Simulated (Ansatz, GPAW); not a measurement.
# Work function of a 7-layer slab of Re(0001) at several levels, part 3 of 3

Aim: the work function of both faces of a 7-layer slab of Re(0001), and its spread over functionals and bases.

GPAW 26.7.0 and Ansatz 0.2.0; Ansatz plane waves; slab in vacuum with a dipole correction, relaxation (the session's first sound run).

So far, upper work function (eV): step 2 (relaxing the atoms, PBE) 4.93; step 5 (self-consistent run: xc = "revPBE") 4.81; step 6 (self-consistent run: xc = "RPBE") 4.79; step 7 (self-consistent run: xc = "vdW-DF2", GPAW, PAW setups, GPAW) 5.15; step 8 (self-consistent run: xc = "LDA") 5.23.

## 9. Real-space grid: mode = "fd"

Level of this step: GPAW, PAW setups; slab in vacuum (GPAW).

A real-space grid is a second complete basis, so it checks the plane-wave result.

File run.py:

```python
import json
import numpy as np
from ase import Atoms
from gpaw import GPAW

slab = Atoms(
    ['Re', 'Re', 'Re', 'Re', 'Re', 'Re', 'Re'],
    positions=[
        [0.00000, 0.00000, 8.00000],
        [2.76000, 1.59349, 10.22870],
        [0.00000, 0.00000, 12.45740],
        [2.76000, 1.59349, 14.72439],
        [0.00000, 0.00000, 16.94232],
        [2.76000, 1.59349, 19.25490],
        [0.00000, 0.00000, 21.37821]],
    cell=[[2.76, 0.0, 0.0], [1.38, 2.39023, 0.0], [0.0, 0.0, 29.3722]],
    pbc=[True, True, False])

slab.calc = GPAW(mode='fd', h=0.18, xc='PBE', kpts={'size': (13, 13, 1), 'gamma': True},
                 occupations={'name': 'fermi-dirac', 'width': 0.1}, nbands='160%',
                 convergence={'density': 1e-05}, maxiter=200,
                 poissonsolver={'dipolelayer': 'xy'},
                 symmetry={'tolerance': 1e-3}, txt='slab.txt')
result = {}
energy = slab.get_potential_energy()
fermi = slab.calc.get_fermi_level()
v = slab.calc.get_electrostatic_potential().mean((0, 1)) - fermi
n = slab.calc.get_pseudo_density().mean((0, 1))
L = slab.cell[2, 2]
z = np.arange(len(v)) * L / len(v)
low, high = slab.positions[:, 2].min(), slab.positions[:, 2].max()
below, above = np.interp([low - 5.8, high + 5.8], z, v)
slopes = [np.interp(x, z, np.gradient(v, z)) for x in (low - 5.8, high + 5.8)]
eps = np.array([[slab.calc.get_eigenvalues(k, s) for k in range(len(slab.calc.get_ibz_k_points()))]
                for s in range(slab.calc.get_number_of_spins())]) - fermi
top, bottom = eps[eps < 0].max(), eps[eps > 0].min()
dipole = slab.get_dipole_moment()[2]
print(f'energy {energy:.4f} eV, Fermi level {fermi:.4f} eV, dipole {dipole:.5f} e A')
print(f'potential 5.8 A off the faces, from the Fermi level: lower {below:.4f} eV, upper {above:.4f} eV')
print(f'slope of the potential there: lower {slopes[0]:.5f}, upper {slopes[1]:.5f} eV/A')
print(f'nearest levels on the mesh: {top:.4f} and {bottom:.4f} eV')
print('magnetic moment', round(slab.get_magnetic_moment(), 3))
result.update(energy=energy, fermi=fermi, dipole=dipole, below=below, above=above, slopes=slopes, edges=[top, bottom],
              z=z.tolist(), v=v.tolist(), n=n.tolist(), positions=slab.positions.tolist(),
              forces=slab.get_forces(apply_constraint=False).tolist(), moments=slab.get_magnetic_moments().tolist())
json.dump(result, open('result.json', 'w'))
```

Started as:

```bash
$ OMP_NUM_THREADS=1 OPENBLAS_NUM_THREADS=1 python run.py
```

Numbers of over 12 decimals in the logs are rounded to 6 here.

The program printed:

```text
energy -79.4952 eV, Fermi level -4.9731 eV, dipole 0.00308 e A
potential 5.8 A off the faces, from the Fermi level: lower 5.0153 eV, upper 4.9309 eV
slope of the potential there: lower -0.00008, upper 0.00009 eV/A
nearest levels on the mesh: -0.0148 and 0.0009 eV
magnetic moment 0.0
```

Run time: 23 min. Hardware: 1 thread of Arm Neoverse V1, shared host; peak memory 1 GiB.

This step gave:

* dipole along the normal: 0.003082 e·Å
* levels nearest the Fermi level on the mesh: -0.01479, 9.04e-4 eV from the Fermi level
* upper work function: 4.931 eV
* lower work function: 5.015 eV

The electrostatic potential energy of an electron (without an applied field's), less the Fermi level, planar mean oscillates, so the rows of the table below give means over windows of 2.24 Å about each position, cut where the curve ends. Its maxima inside the range that stand out by 2 % of the span (Å: eV): 9.1: -2.19, 11.4: -2.31, 13.6: -1.84, 15.9: -2.27, 18.1: -1.49, 20.3: -3.22. Its minima: 8.0: -29.2, 10.2: -29.5, 12.4: -29.4, 14.7: -29.4, 16.9: -29.4, 19.3: -29.5, 21.3: -29.0.

Table of electrostatic potential energy of an electron (without an applied field's), less the Fermi level, planar mean by z; means over each step:

| z (Å) | electrostatic potential energy of an electron (without an applied field's), less the Fermi level, planar mean (eV) |
| --- | --- |
| 1.12 | 5.01 |
| 3.36 | 5.01 |
| 5.60 | 4.46 |
| 7.84 | -13.8 |
| 10.08 | -14.4 |
| 12.32 | -14.3 |
| 14.56 | -14.3 |
| 16.80 | -14.3 |
| 19.04 | -14.2 |
| 21.28 | -14.2 |
| 23.52 | 3.89 |
| 25.76 | 4.93 |
| 28.00 | 4.93 |

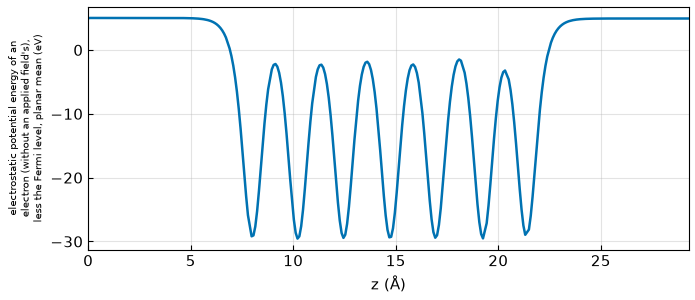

Electrostatic potential energy of an electron (without an applied field's), less the Fermi level, planar mean, plotted against z.

The upper face's work function is 4.931 eV, against 4.929 eV in the first plane-wave PBE run at this geometry.

## 10. Atomic orbitals: mode = "lcao"

Atom-centred orbitals end a few angstrom from the surface, which tests how much the density's tail matters.

Changes to run.py since step 9:

```diff
@@ -18,4 +18,4 @@
 
-slab.calc = GPAW(mode='fd', h=0.18, xc='PBE', kpts={'size': (13, 13, 1), 'gamma': True},
-                 occupations={'name': 'fermi-dirac', 'width': 0.1}, nbands='160%',
+slab.calc = GPAW(mode='lcao', basis='dzp', h=0.18, xc='PBE', kpts={'size': (13, 13, 1), 'gamma': True},
+                 occupations={'name': 'fermi-dirac', 'width': 0.1}, nbands='120%',
                  convergence={'density': 1e-05}, maxiter=200,
```

The program printed:

```text
energy -77.1489 eV, Fermi level -4.9943 eV, dipole 0.00334 e A
potential 5.8 A off the faces, from the Fermi level: lower 5.0400 eV, upper 4.9485 eV
slope of the potential there: lower -0.00000, upper 0.00000 eV/A
nearest levels on the mesh: -0.0131 and 0.0012 eV
magnetic moment 0.0
```

Wall time 36 min (1 thread); peak memory 0.47 GiB.

This step gave:

| Property | Result |
| --- | --- |
| dipole along the normal | 0.003337 e·Å |
| levels nearest the Fermi level on the mesh | -0.01312, 0.001230 eV from the Fermi level |
| upper work function | 4.949 eV |
| lower work function | 5.040 eV |

The electrostatic potential energy of an electron (without an applied field's), less the Fermi level, planar mean oscillates, so the rows of the table below give means over windows of 2.24 Å about each position, cut where the curve ends. Its maxima inside the range that stand out by 2 % of the span (Å: eV): 9.1: -2.27, 11.4: -2.33, 13.6: -1.86, 15.9: -2.30, 18.1: -1.48, 20.3: -3.35. Its minima: 8.0: -29.3, 10.2: -29.6, 12.4: -29.5, 14.7: -29.4, 16.9: -29.5, 19.3: -29.6, 21.3: -29.1.

Electrostatic potential energy of an electron (without an applied field's), less the Fermi level, planar mean against z; means over each step:

| z (Å) | electrostatic potential energy of an electron (without an applied field's), less the Fermi level, planar mean (eV) |
| --- | --- |
| 1.12 | 5.04 |
| 3.36 | 5.04 |
| 5.60 | 4.50 |
| 7.84 | -13.8 |
| 10.08 | -14.5 |
| 12.32 | -14.4 |
| 14.56 | -14.3 |
| 16.80 | -14.3 |
| 19.04 | -14.3 |
| 21.28 | -14.3 |
| 23.52 | 3.94 |
| 25.76 | 4.95 |
| 28.00 | 4.95 |

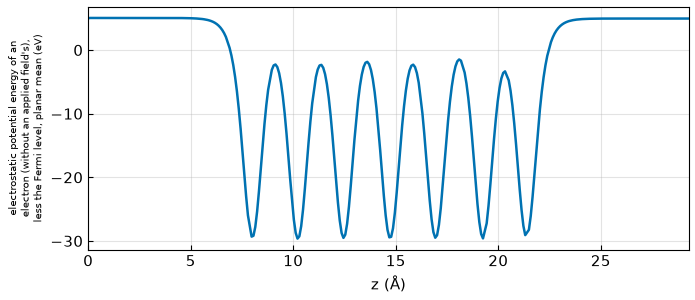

Electrostatic potential energy of an electron (without an applied field's), less the Fermi level, planar mean, plotted against z.

The upper face's work function is 4.949 eV, against 4.929 eV in the first plane-wave PBE run at this geometry.

## 11. Cost and result by level

Times are for 1 thread of Arm Neoverse V1, shared host. Results by setting:

| no. | run | upper work function (eV) | lower work function (eV) | time | memory (GiB) |
| --- | --- | --- | --- | --- | --- |
| 1 | pw | 4.929 | 5.014 | 6 min | 0.28 |
| 2 | optPBE vdW | 5.080 | 5.163 | 6.5 min | 0.42 |
| 3 | revPBE | 4.805 | 4.894 | 7.2 min | 0.28 |
| 4 | RPBE | 4.789 | 4.877 | 6 min | 0.28 |
| 5 | vdW DF2 | 5.150 | 5.223 | 9.5 min | 0.42 |
| 6 | LDA | 5.225 | 5.310 | 7.6 min | 0.28 |
| 7 | fd | 4.931 | 5.015 | 23 min | 1.0 |
| 8 | lcao | 4.949 | 5.040 | 36 min | 0.47 |

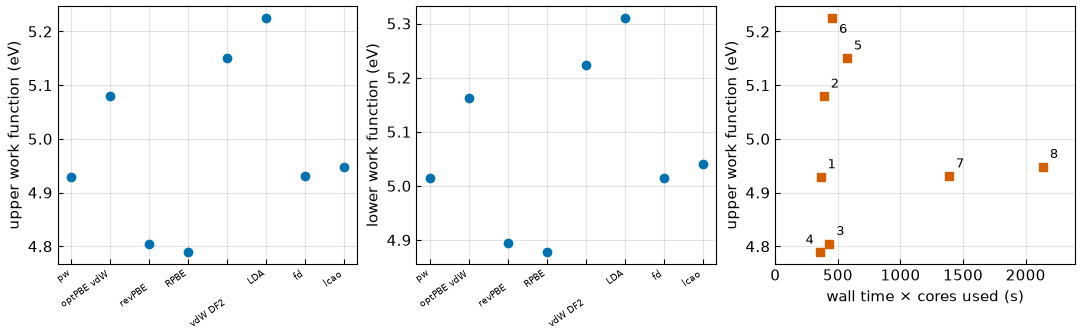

The series as plots; the last panel sets the first result against cost, with the runs numbered as in the table.

## 12. A second plane-wave code

A second program with its own datasets checks the number independently.

This step: Ansatz plane waves; slab in vacuum with a dipole correction (Ansatz 0.2.0).

File input.yaml:

```yaml
crystal:
  lattice:
    - [2.76, 0.0, 0.0]
    - [1.38, 2.3902301144, 0.0]
    - [0.0, 0.0, 29.3722]
  atoms:
    - { symbol: Re, position: [0.0, 0.0, 0.2723663873] }
    - { symbol: Re, position: [0.6666666667, 0.6666666667, 0.3482442582] }
    - { symbol: Re, position: [0.0, 0.0, 0.4241221291] }
    - { symbol: Re, position: [0.6666666667, 0.6666666667, 0.5013036389] }
    - { symbol: Re, position: [0.0, 0.0, 0.5768147001] }
    - { symbol: Re, position: [0.6666666667, 0.6666666667, 0.6555483497] }
    - { symbol: Re, position: [0.0, 0.0, 0.7278383593] }
kpoints:
  mp_grid: { grid: [13, 13, 1] }
hamiltonian:
  xc: pbe
scf:
  occupations: { method: fermi_dirac, width: 0.1 }
efield:
  axis: 3
  dipole_correction: true
  ramp_width: 0.05
output:
  forces: true
  write_potential: true
  write_density: true
  volumetric_format: npy
  elf: true
```

Started as:

```bash
$ ansatz run input.yaml --threads 4 --pin off --max-ram 8192MiB --backend cpu --events-out ev --progress --plain --runs-dir out
```

The program printed:

```text
[...]
Crystal: 7 atoms, lattice volume = 193.769 Å³
Basis set: ecut = 420 eV, 3789 PW (Γ), exchange–correlation on 40×40×400 points (8 copies of the dense FFT grid, shifted against one another)
Bands: 63, of which v1, the nominal top of the filled ones, is band 53 counted from 1 (52 counted from 0)
Symmetry: 6 space group operations
[...]
k-points: 21 of 169 (time reversal used)
[...]
SCF iter   1: F=—  HF=-76074.423576 eV  |F-HF|=—  |Δ(HF+E_count)|=         —  Δρ=1.01e-2  dr2=3.31e0  ethr=1.77e-3  p=0.009 e·Å  D=8.14e-3 V/Å  ΔV_dip=-0.24 eV  dr2_dipole=4.30e-1  V_vac-E_F(+/−)=4.76/4.99 eV  ⟨swp⟩=7.8  Hψ=6158  notcnv=0
[...]
SCF iter   9: F=-76074.363794 eV  HF=-76074.363794 eV  |F-HF|=7.81e-9  |Δ(HF+E_count)|=   3.69e-8  Δρ=1.53e-6  dr2=8.25e-9  ethr=9.52e-11  p=0.003 e·Å  D=2.86e-3 V/Å  ΔV_dip=-0.08 eV  dr2_dipole=8.16e-11  V_vac-E_F(+/−)=4.93/5.01 eV  ⟨swp⟩=15.4  Hψ=11001  notcnv=0
SCF 1 converged in 9 iterations: F = -76074.363794 eV  dr2 = 8.25e-9
[...]
SCF converged after 9 iterations
Free energy (F): -76074.363794 eV
[...]
Internal energy: -76074.166894 eV  (E = F + TS)
E sigma→0 (E₀):  -76074.265344 eV
Entropy (-TS):   -0.196900 eV (-28.129 meV/atom)
Fermi energy:    10.522360 eV
Dipole field:    D = 0.002870 V/Å  (p = 0.003073 e·Å, saw-weighted, corrected)
Work function:   Φ+ = 4.9290 eV   Φ− = 5.0133 eV
[...]
--- Forces (eV/Å), atoms counted from 1 ---
  atom   1  Re     0.00000000     0.00000000     0.77862020
  atom   2  Re    -0.00000000    -0.00000000    -1.07508958
  atom   3  Re     0.00000000     0.00000000     0.29954020
  atom   4  Re    -0.00000000    -0.00000000     0.00042459
  atom   5  Re     0.00000000     0.00000000    -0.00557371
  atom   6  Re    -0.00000000    -0.00000000     0.00426691
  atom   7  Re     0.00000000     0.00000000    -0.00218586
  max |Σ_I F_I| component: 2.75e-6 eV/Å
--- Band table (eV; the first three rows and the last of 21) ---
  k-point 0: bands = [... 49 lower, 9.2466, 9.4656, 9.4656, 9.5775, 9.6643, 9.6643, 10.6412, 10.9936, ... 6 higher]
  k-point 1: bands = [... 49 lower, 9.3092, 9.4282, 9.4622, 9.6415, 9.7802, 9.8658, 10.2995, 10.4545, ... 6 higher]
  k-point 2: bands = [... 49 lower, 9.5674, 9.5747, 9.6564, 9.7875, 9.9392, 10.0380, 10.0420, 10.4441, ... 6 higher]
  k-point 20: bands = [... 49 lower, 9.0806, 10.2473, 10.2930, 10.5080, 11.3493, 12.3716, 12.5400, 12.8326, ... 6 higher]
```

Elapsed: 9.1 s, on 4 threads; peak memory 0.64 GiB.

In the SCF lines HF is the Harris–Foulkes energy and dr2 the Hartree energy of the density residual, in eV; the loop may stop once dr2 is under the threshold and the program's other checks hold. Hψ counts applications of the Hamiltonian.

This step gave:

- upper work function: 4.929 eV
- lower work function: 5.013 eV
- dipole along the normal: 0.003073 e·Å
- dipole field: 0.002870 V/Å

The electrostatic potential energy of an electron (with the applied field's), less the Fermi level, planar mean oscillates, so the rows of the table below give means over windows of 2.2 Å about each position, cut where the curve ends. Its maxima inside the range that stand out by 2 % of the span (Å: eV): 9.1: -2.20, 11.3: -2.34, 13.7: -2.00, 15.9: -2.31, 18.1: -1.55, 20.3: -3.34. Its minima: 7.9: -24.2, 10.3: -24.5, 12.5: -24.4, 14.7: -24.4, 16.9: -24.3, 19.2: -24.5, 21.4: -24.2.

Table of electrostatic potential energy of an electron (with the applied field's), less the Fermi level, planar mean by z; means over each step:

| z (Å) | electrostatic potential energy of an electron (with the applied field's), less the Fermi level, planar mean (eV) |
| --- | --- |
| 1.10 | 5.01 |
| 3.30 | 5.01 |
| 5.50 | 4.59 |
| 7.70 | -12.6 |
| 9.90 | -13.6 |
| 12.10 | -13.5 |
| 14.30 | -13.3 |
| 16.50 | -13.5 |
| 18.70 | -13.0 |
| 20.90 | -14.0 |
| 23.10 | 1.96 |
| 25.30 | 4.92 |
| 27.50 | 4.93 |

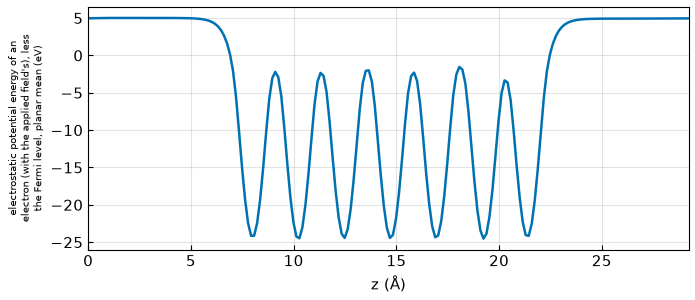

Electrostatic potential energy of an electron (with the applied field's), less the Fermi level, planar mean against z.

The valence density, planar mean oscillates, so the rows of the table below give means over windows of 2.2 Å about each position, cut where the curve ends. Its maxima inside the range that stand out by 2 % of the span (Å: e/Å³): 7.9: 1.80, 10.3: 1.81, 12.5: 1.82, 14.7: 1.81, 16.9: 1.81, 19.2: 1.82, 21.4: 1.80. Its minima: 9.1: 0.385, 11.3: 0.380, 13.7: 0.365, 15.9: 0.387, 18.1: 0.339, 20.3: 0.444.

The valence density, planar mean by z; means over each step:

| z (Å) | valence density, planar mean (e/Å³) |
| --- | --- |
| 3.30 | 5.9e-5 |
| 5.50 | 0.0145 |
| 7.70 | 0.957 |
| 9.90 | 1.03 |
| 12.10 | 1.02 |
| 14.30 | 1.01 |
| 16.50 | 1.03 |
| 18.70 | 0.992 |
| 20.90 | 1.06 |
| 23.10 | 0.117 |
| 25.30 | 4.1e-4 |
| 27.50 | 0 |

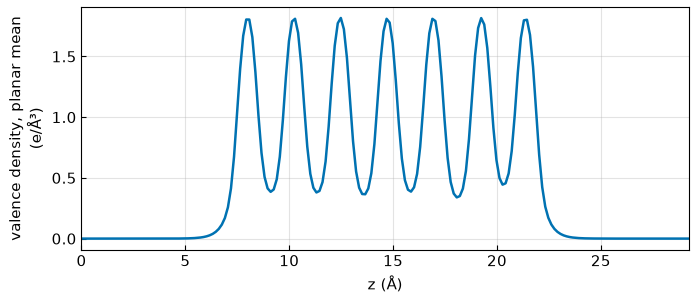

Valence density, planar mean, plotted against z.

Force by atom:

| atom | x (eV/Å) | y (eV/Å) | z (eV/Å) | size |
| --- | --- | --- | --- | --- |
| Re1 | 0.00 | 0.00 | 0.78 | 0.78 |
| Re2 | 0.00 | 0.00 | -1.08 | 1.08 |
| Re3 | 0.00 | 0.00 | 0.30 | 0.30 |
| Re4 | 0.00 | 0.00 | 0.00 | 0.00 |
| Re5 | 0.00 | 0.00 | -0.01 | 0.01 |
| Re6 | 0.00 | 0.00 | 0.00 | 0.00 |
| Re7 | 0.00 | 0.00 | 0.00 | 0.00 |

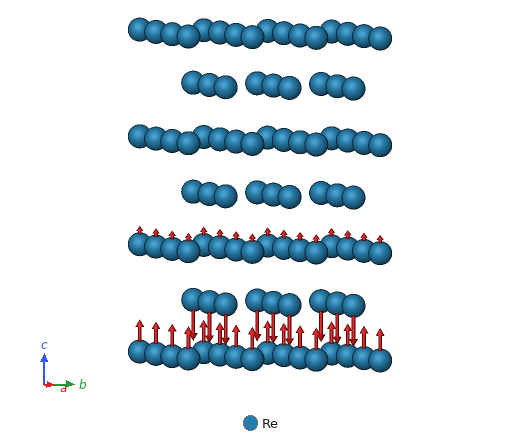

Force as arrows, the longest 1.08 eV/Å. 3×3×1 cells are drawn. Some periodic images of atoms are drawn too.

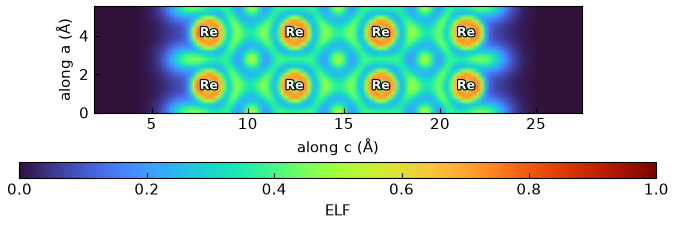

ELF in the ca plane at fractional y = 0.000, with atoms of Re within 0.2 Å of it. It is the smooth field of the valence electrons, not physical close to the nuclei. The map starts off the cell's origin, so that atoms lie inside it. The far vacuum is left out of the map.

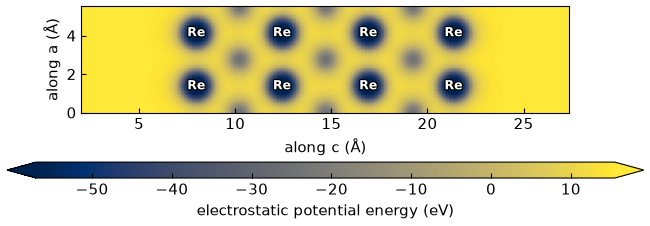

Electrostatic potential energy in the ca plane at fractional y = 0.000, with atoms of Re within 0.2 Å of it. With pseudopotentials it is smooth inside the atoms' cores, unlike the true potential. The map starts off the cell's origin, so that atoms lie inside it. The far vacuum is left out of the map.

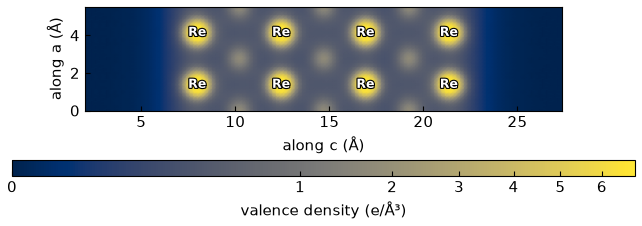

Valence density in the ca plane at fractional y = 0.000, with atoms of Re within 0.2 Å of it. It is the smooth field of the valence electrons, not physical close to the nuclei. The map starts off the cell's origin, so that atoms lie inside it. The colour scale is stretched toward low values. The far vacuum is left out of the map.

The upper face's work function is 4.929 eV, against 4.929 eV in the first plane-wave PBE run at this geometry.

## 13. Side by side

Results and costs are gathered.

This step: comparison of work functions, dipole and cost (GPAW 26.7.0).

Ladder, by row:

| step | code | work function, upper (eV) | work function, lower (eV) | dipole (e Å) | wall time (s) | peak memory (GiB) | threads |
| --- | --- | --- | --- | --- | --- | --- | --- |
| pw | GPAW | 4.929 | 5.014 | 0.003071 | 362.1 | 0.28 | 1 |
| optPBE-vdW | GPAW | 5.08 | 5.163 | 0.00304 | 387.6 | 0.42 | 1 |
| revPBE | GPAW | 4.805 | 4.894 | 0.003226 | 431.2 | 0.28 | 1 |
| RPBE | GPAW | 4.789 | 4.877 | 0.003217 | 360.9 | 0.28 | 1 |
| vdW-DF2 | GPAW | 5.15 | 5.223 | 0.002641 | 572 | 0.42 | 1 |
| LDA | GPAW | 5.225 | 5.31 | 0.003093 | 453.7 | 0.28 | 1 |
| fd | GPAW | 4.931 | 5.015 | 0.003082 | 1387 | 1.02 | 1 |
| lcao | GPAW | 4.949 | 5.04 | 0.003337 | 2138 | 0.47 | 1 |
| ansatz | Ansatz | 4.929 | 5.013 | 0.003073 | 9.07 | 0.641 | 4 |

## 14. A changed run

One more run, with changed settings.

This step: GPAW, PAW setups; slab in vacuum (GPAW 26.7.0).

Changes to run.py since step 10:

```diff
@@ -3,3 +3,3 @@
 from ase import Atoms
-from gpaw import GPAW
+from gpaw import GPAW, PW
 
@@ -18,5 +18,5 @@
 
-slab.calc = GPAW(mode='lcao', basis='dzp', h=0.18, xc='PBE', kpts={'size': (13, 13, 1), 'gamma': True},
-                 occupations={'name': 'fermi-dirac', 'width': 0.1}, nbands='120%',
-                 convergence={'density': 1e-05}, maxiter=200,
+slab.calc = GPAW(mode=PW(400), xc='pbe96', kpts={'size': (13, 13, 1), 'gamma': True},
+                 occupations={'name': 'fermi-dirac', 'width': 0.1}, nbands='160%',
+                 convergence={'density': 1e-05}, maxiter=100,
                  poissonsolver={'dipolelayer': 'xy'},
```

Started as:

```bash
$ OMP_NUM_THREADS=1 OPENBLAS_NUM_THREADS=1 python run.py
```

The program printed:

```text
NameError: Unknown functional: pbe96.
```

The job ended after 0.79 s (1 thread; peak memory 0.1 GiB).

The program refused the input before any cycle.

The program's message: “NameError: Unknown functional: pbe96.”

The change that led to it: xc = "pbe96".

## 15. Outcome

| Item | Value |
| --- | --- |
| work function, upper and lower face | 4.929 and 5.014 eV |
| dipole along the normal | 0.00307 e Å |

What this shows: With plane waves and PBE the work function is 4.93 eV on the upper face and 5.01 eV on the lower. The two faces differ by 0.084 eV, the step that the slab's dipole makes (e p/(ε0 A) gives 0.084 eV), so the dipole layer is needed. The lowest atoms were held at bulk positions, which alone makes the faces unlike. The measured value for this face is 5.15 eV (as compiled in "Anisotropic work function of elemental crystals", 2019, arxiv:1902.07811); the relaxed upper face lies 0.22 eV under it with PBE, and vdW-DF2 comes nearest (5.15 eV). Measured work functions scatter by a tenth of an eV or more between methods. Over the sound runs of the table the upper face's work function spans 4.789 (RPBE) to 5.225 eV (LDA). The two plane-wave codes differ by 3.3e-4 eV on the upper face. The in-plane lattice was kept as typed, which isn't the functional's own and leaves some strain; spin-orbit coupling and temperature are left out.

[Logs are printed without paths, hosts, clocks, repeated set-up lines and the standing remarks that a program may print on its own settings, such as how far it seeks lower states.]

[Hosts, paths, dates, database ids (printed as entryN), source tags and the programs' standing remarks are cut or masked in the printed files.]
